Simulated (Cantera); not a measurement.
A closed system holds: 1 mol PbO, 0.95 mol CO, a varied amount of H2, held at 975 °C and 72.0 Pa.

Method: chemical equilibrium by Gibbs-energy minimisation in Cantera with the NASA 1993 tables (ideal gas, pure condensed phases). Candidate condensed phases: C, C6H6, C7H8, C8H18, H2O, Pb, PbO, PbO2, Pb3O4; 113 gas species. Kinetics and transport are ignored.

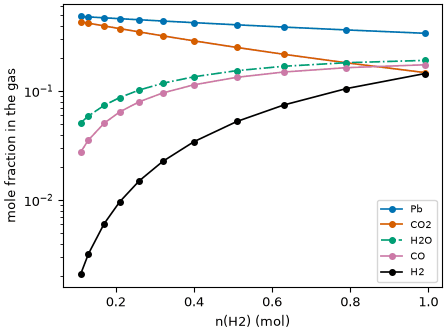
Figure. Equilibrium gas composition (values under 1e-9 drawn at 1e-9)

From 0.11 mol H2 to 0.99 mol H2 nothing is condensed. The main Pb-bearing gas is Pb throughout.
